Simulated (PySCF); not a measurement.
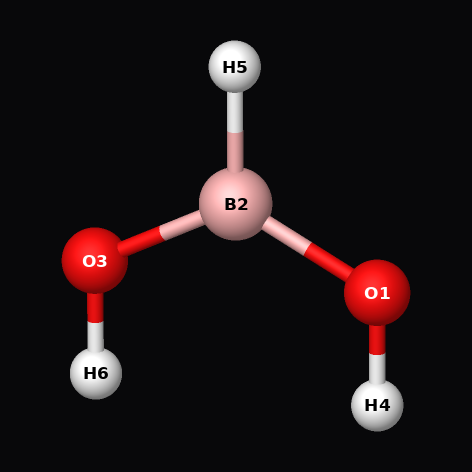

Computed geometry: GFN2-xTB optimisation. No frequency run is at hand to confirm it as a minimum. Properties computed with delta-SCF UKS SCAN, pcX-2 on the ionised atom, pcseg-1 elsewhere, spin-free X2C (PySCF 2.14.0).

Give the core-electron binding energies (to vacuum) of O1 1s, B2 1s.

```
atom  level  binding energy (eV)
  O1     1s                539.6
  B2     1s                197.6
```

The geometry is semi-empirical. Around B such bond lengths and angles can be off by a tenth of an ångström or more and by several degrees, and values that hang on the shape move with them.
